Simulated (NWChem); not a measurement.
# the pair BNH6···BHF2: a chain of runs

Aim: the energy (singlet B2NH7F2, TPSS-D3(BJ)/STO-3G), then the energy (singlet BNH6, TPSS-D3(BJ)/STO-3G), then the energy (singlet BHF2, TPSS-D3(BJ)/STO-3G), then a single-point energy (singlet BNH6, TPSS-D3(BJ)/STO-3G), then a single-point energy (singlet BHF2, TPSS-D3(BJ)/STO-3G) of B2F2H7N and its partners. 

Program for the calculation: NWChem 7.3.0.

### 1 The structure to begin with

B2NH7F2 has 12 atoms, charge 0, and is taken as a singlet. The two molecules were placed rigidly side by side, at 0.85 times their contact distance; the pair isn't optimised.

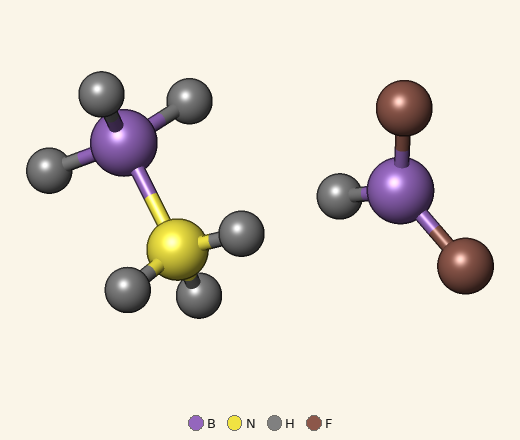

Viewed from a chosen angle; boron purple, nitrogen yellow, hydrogen grey, fluorine brown.

### 2 The energy at TPSS-D3(BJ)/STO-3G (run 1)

Contents of b2f2h7n.nw:

```
start b2f2h7n
memory stack 880 mb heap 220 mb global 1100 mb
charge 0

geometry noautosym nocenter noautoz
  B       -0.202830       0.257950      -0.768420
  N        0.194970      -0.247950       0.738680
  H       -0.089730      -0.721250      -1.474020
  H       -1.344120       0.656850      -0.680220
  H        0.592880       1.133750      -1.031420
  H        0.129270       0.514150       1.405680
  H        1.145080      -0.604150       0.762280
  H       -0.425520      -0.989350       1.047480
  F        1.555440      -3.827490       0.782140
  B        1.188000      -3.102650      -0.249500
  F        2.127300      -2.558390      -0.988330
  H        0.035910      -2.943570      -0.507510
end

basis spherical bse
  * library STO-3G
end

dft
  xc xtpss03 ctpss03
  disp vdw 4
  grid fine
  convergence energy 1e-08
  iterations 100
  mulliken
  noprint "final vectors analysis"
end

task dft energy
```

The run is started by

```
$ nwchem b2f2h7n.nw > b2f2h7n.out
```

Log, shortened:

```text
[...]
          Wavefunction type:  closed shell.
          No. of atoms     :    12
          No. of electrons :    42
[...]
          Charge           :     0
          Spin multiplicity:     1
[...]
          AO basis - number of functions:    32
[...]
              XC Information
              --------------
                  TPSS metaGGA Exchange Functional  1.000
             TPSS03 metaGGA Correlation Functional  1.000
[...]
 d= 0,ls=0.0,diis     1   -304.0928959949 -4.68D+02  6.82D-02  8.50D-01     0.6
[...]
 d= 0,ls=0.0,diis    10   -304.2773361371 -1.00D-09  3.51D-07  8.02D-11     3.9
         Total DFT energy =     -304.277336137111
      One electron energy =     -746.091787779364
           Coulomb energy =      316.449042379748
    Exchange-Corr. energy =      -38.923378424876
 Nuclear repulsion energy =      164.296882833461
    Dispersion correction =       -0.008095146080
[...]
      Total Density - Mulliken Population Analysis
     ---------------------------------------------
    Atom       Charge   Shell Charges
 -----------   ------   -------------------------------------------------------
    1 B    5     5.00   1.99  0.91  2.11
    2 N    7     7.40   1.99  1.57  3.83
    3 H    1     1.12   1.12
    4 H    1     1.12   1.12
    5 H    1     1.12   1.12
    6 H    1     0.74   0.74
    7 H    1     0.75   0.75
    8 H    1     0.74   0.74
    9 F    9     9.10   2.00  1.94  5.16
   10 B    5     4.75   1.99  0.86  1.90
[...]
```

Wall time 4.5 s (1 thread of AMD EPYC 9R45 (Zen 5), shared host); peak memory 0.13 GiB.

### 3 BNH6: a single-point energy at TPSS-D3(BJ)/STO-3G (run 2)

Contents of work.nw:

```
start work
memory total 2200 mb
charge 0

geometry units angstrom noautosym nocenter noautoz
   B    -0.202830    0.257950   -0.768420
   N     0.194970   -0.247950    0.738680
   H    -0.089730   -0.721250   -1.474020
   H    -1.344120    0.656850   -0.680220
   H     0.592880    1.133750   -1.031420
   H     0.129270    0.514150    1.405680
   H     1.145080   -0.604150    0.762280
   H    -0.425520   -0.989350    1.047480
end

basis spherical bse
   * library STO-3G
end

dft
   xc xtpss03 ctpss03
   disp vdw 4
   grid fine
   convergence energy 1e-08
   iterations 100
   mulliken
   noprint "final vectors analysis"
end

task dft energy
```

The run is started by

```
$ nwchem work.nw > work.out
```

Log, shortened:

```text
[...]
          Wavefunction type:  closed shell.
          No. of atoms     :     8
          No. of electrons :    18
[...]
          Charge           :     0
          Spin multiplicity:     1
[...]
          AO basis - number of functions:    16
[...]
              XC Information
              --------------
                  TPSS metaGGA Exchange Functional  1.000
             TPSS03 metaGGA Correlation Functional  1.000
[...]
 d= 0,ls=0.0,diis     1    -82.1744552193 -1.23D+02  3.80D-02  1.31D-01     0.2
[...]
 d= 0,ls=0.0,diis     7    -82.2013586767 -2.35D-10  2.35D-07  7.58D-12     1.1
         Total DFT energy =      -82.201358676658
      One electron energy =     -190.267725329613
           Coulomb energy =       80.630900703830
    Exchange-Corr. energy =      -13.314955319916
 Nuclear repulsion energy =       40.754559861743
    Dispersion correction =       -0.004138592702
[...]
      Total Density - Mulliken Population Analysis
     ---------------------------------------------
    Atom       Charge   Shell Charges
 -----------   ------   -------------------------------------------------------
    1 B    5     5.00   1.99  0.91  2.11
    2 N    7     7.40   1.99  1.57  3.83
    3 H    1     1.12   1.12
    4 H    1     1.12   1.12
    5 H    1     1.12   1.12
    6 H    1     0.74   0.74
    7 H    1     0.74   0.74
    8 H    1     0.74   0.74
[...]
```

Run time: 1.6 s. Hardware: 1 thread of AMD EPYC 9R45 (Zen 5), shared host; peak memory 0.12 GiB.

### 4 BHF2: a single-point energy at TPSS-D3(BJ)/STO-3G (run 3)

Contents of mymol.nw:

```
start mymol
title "BF2H TPSS"
memory total 2200 mb
geometry units bohr noautosym nocenter noautoz
F    2.93935560  -7.23290784   1.47803039
B    2.24499464  -5.86315876  -0.47148667
F    4.02001438  -4.83465642  -1.86767302
H    0.06786007  -5.56254113  -0.95905491
end
basis spherical bse
* library STO-3G
end
dft
xc xtpss03 ctpss03
disp vdw 4
grid fine
convergence energy 1e-08
iterations 100
mulliken
print low
end
task dft
```

The run is started by

```
$ nwchem mymol.nw > mymol.out
```

Log, shortened:

```text
[...]
 d= 0,ls=0.0,diis     1   -221.9240592314 -2.84D+02  1.29D-01  7.00D-01     0.1
[...]
 d= 0,ls=0.0,diis     8   -222.0777627098 -1.16D-10  6.02D-08  6.44D-13     0.5
         Total DFT energy =     -222.077762709838
      One electron energy =     -432.828371048265
           Coulomb energy =      174.470749315711
    Exchange-Corr. energy =      -25.607631688192
 Nuclear repulsion energy =       61.888745770365
    Dispersion correction =       -0.001255059458
[...]
      Total Density - Mulliken Population Analysis
     ---------------------------------------------
    Atom       Charge   Shell Charges
 -----------   ------   -------------------------------------------------------
    1 F    9     9.09   2.00  1.94  5.15
    2 B    5     4.74   1.99  0.86  1.89
    3 F    9     9.09   2.00  1.94  5.15
    4 H    1     1.08   1.08
[...]
```

Run time: 0.98 s. Hardware: 1 thread of AMD EPYC 9R45 (Zen 5), shared host; peak memory 0.12 GiB.

### 5 BNH6 among ghost functions: a single-point energy at TPSS-D3(BJ)/STO-3G (with ghost functions) (run 4)

Contents of m1.nw:

```
start m1
memory total 2200 mb
charge 0
geometry units angstroms noautosym nocenter noautoz
B     -0.202830     0.257950    -0.768420
N      0.194970    -0.247950     0.738680
H     -0.089730    -0.721250    -1.474020
H     -1.344120     0.656850    -0.680220
H      0.592880     1.133750    -1.031420
H      0.129270     0.514150     1.405680
H      1.145080    -0.604150     0.762280
H     -0.425520    -0.989350     1.047480
bqF      1.555440    -3.827490     0.782140
bqB      1.188000    -3.102650    -0.249500
bqF      2.127300    -2.558390    -0.988330
bqH      0.035910    -2.943570    -0.507510
end
basis spherical bse
B library STO-3G
N library STO-3G
H library STO-3G
bqF library F STO-3G
bqB library B STO-3G
bqH library H STO-3G
end
dft
xc xtpss03 ctpss03
mult 1
disp vdw 4
grid fine
convergence energy 1e-08
iterations 100
mulliken
print low
end
task dft energy
```

The run is started by

```
$ nwchem m1.nw > m1.out
```

Log, shortened:

```text
[...]
 d= 0,ls=0.0,diis     1    -82.1749156745 -1.23D+02  1.90D-02  1.32D-01     0.5
[...]
 d= 0,ls=0.0,diis     7    -82.2018990748 -2.48D-10  1.23D-07  8.16D-12     2.7
         Total DFT energy =      -82.201899074798
      One electron energy =     -190.259982740395
           Coulomb energy =       80.620893367578
    Exchange-Corr. energy =      -13.313230971022
 Nuclear repulsion energy =       40.754559861743
    Dispersion correction =       -0.004138592702
[...]
      Total Density - Mulliken Population Analysis
     ---------------------------------------------
    Atom       Charge   Shell Charges
 -----------   ------   -------------------------------------------------------
    1 B    5     5.00   1.99  0.91  2.11
    2 N    7     7.40   1.99  1.57  3.83
    3 H    1     1.12   1.12
    4 H    1     1.12   1.12
    5 H    1     1.12   1.12
    6 H    1     0.74   0.74
    7 H    1     0.74   0.74
    8 H    1     0.74   0.74
    9 X    0     0.00   0.00  0.00  0.00
   10 X    0     0.00   0.00  0.00  0.00
[...]
```

It took 3.3 s on 1 thread of AMD EPYC 9R45 (Zen 5), shared host; peak memory 0.13 GiB.

### 6 BHF2 among ghost functions: a single-point energy at TPSS-D3(BJ)/STO-3G (with ghost functions) (run 5)

Contents of input.nw:

```
start input
title "BF2H energy"
memory total 2200 mb

geometry units angstrom noautosym nocenter noautoz
 F        1.555440      -3.827490       0.782140
 B        1.188000      -3.102650      -0.249500
 F        2.127300      -2.558390      -0.988330
 H        0.035910      -2.943570      -0.507510
 bqB     -0.202830     0.257950    -0.768420
 bqN      0.194970    -0.247950     0.738680
 bqH     -0.089730    -0.721250    -1.474020
 bqH     -1.344120     0.656850    -0.680220
 bqH      0.592880     1.133750    -1.031420
 bqH      0.129270     0.514150     1.405680
 bqH      1.145080    -0.604150     0.762280
 bqH     -0.425520    -0.989350     1.047480
end

basis spherical bse
 F library STO-3G
 B library STO-3G
 H library STO-3G
 bqB library B STO-3G
 bqN library N STO-3G
 bqH library H STO-3G
end

dft
 xc xtpss03 ctpss03
 disp vdw 4
 grid fine
 convergence energy 1e-08
 iterations 100
 mulliken
 noprint "final vectors analysis"
end

task dft
```

The run is started by

```
$ nwchem input.nw > input.out
```

Log, shortened:

```text
[...]
          Wavefunction type:  closed shell.
          No. of atoms     :    12
          No. of electrons :    24
[...]
          Charge           :     0
          Spin multiplicity:     1
[...]
          AO basis - number of functions:    32
[...]
              XC Information
              --------------
                  TPSS metaGGA Exchange Functional  1.000
             TPSS03 metaGGA Correlation Functional  1.000
[...]
 d= 0,ls=0.0,diis     1   -221.9245407606 -2.84D+02  6.44D-02  7.02D-01     0.5
[...]
 d= 0,ls=0.0,diis     7   -222.0784892024  2.36D-10  1.97D-06  4.39D-09     2.6
         Total DFT energy =     -222.078489202412
      One electron energy =     -432.804931856158
           Coulomb energy =      174.443466327313
    Exchange-Corr. energy =      -25.604518724164
 Nuclear repulsion energy =       61.888750110064
    Dispersion correction =       -0.001255059468
[...]
      Total Density - Mulliken Population Analysis
     ---------------------------------------------
    Atom       Charge   Shell Charges
 -----------   ------   -------------------------------------------------------
    1 F    9     9.09   2.00  1.94  5.15
    2 B    5     4.74   1.99  0.86  1.89
    3 F    9     9.09   2.00  1.94  5.15
    4 H    1     1.08   1.08
    5 X    0     0.00   0.00  0.00  0.00
    6 X    0     0.00   0.00  0.00  0.00
    7 X    0     0.00   0.00
    8 X    0     0.00   0.00
    9 X    0     0.00   0.00
   10 X    0     0.00   0.00
[...]
```

Wall time 3.3 s (1 thread of AMD EPYC 9R45 (Zen 5), shared host); peak memory 0.13 GiB.

### 7 What came out

| quantity | value |
| --- | --- |
| run 1, TPSS-D3(BJ)/STO-3G: total energy | -304.27734 Eh |
| run 1, TPSS-D3(BJ)/STO-3G: dipole moment | 5.99 D |
| run 1, TPSS-D3(BJ)/STO-3G: dispersion energy | -21.25 kJ/mol |
| BNH6: total energy | -82.20136 Eh |
| BNH6: dipole moment | 5.95 D |
| BNH6: dispersion energy | -10.87 kJ/mol |
| BHF2: total energy | -222.07776 Eh |
| BHF2: dispersion energy | -3.30 kJ/mol |
| BNH6 among ghost functions: total energy | -82.20190 Eh |
| BNH6 among ghost functions: dispersion energy | -10.87 kJ/mol |
| BHF2 among ghost functions: total energy | -222.07849 Eh |
| BHF2 among ghost functions: dipole moment | 0.37 D |
| BHF2 among ghost functions: dispersion energy | -3.30 kJ/mol |
| interaction energy of the rigid parts BNH6 and BHF2 (parts in their own basis; closest atoms 2.43 Å apart) | 0.049 eV |
| interaction energy of the rigid parts BNH6 and BHF2 (parts in the whole basis, counterpoise; closest atoms 2.43 Å apart) | 0.083 eV |

**Reading.** The interaction energy of the rigid parts BNH6 and BHF2 (parts in their own basis; closest atoms 2.43 Å apart) is 0.05 eV (4.7 kJ/mol): the parts repel at this shape. Without counterpoise this holds the superposition error of the basis. The interaction energy of the rigid parts BNH6 and BHF2 (parts in the whole basis, counterpoise; closest atoms 2.43 Å apart) is 0.08 eV (1.9 kcal/mol): the parts repel at this shape. The basis-set superposition error is 3.3 kJ/mol. Mulliken charges (run 1, TPSS-D3(BJ)/STO-3G) run from -0.40 on N2 to +0.26 on H6.
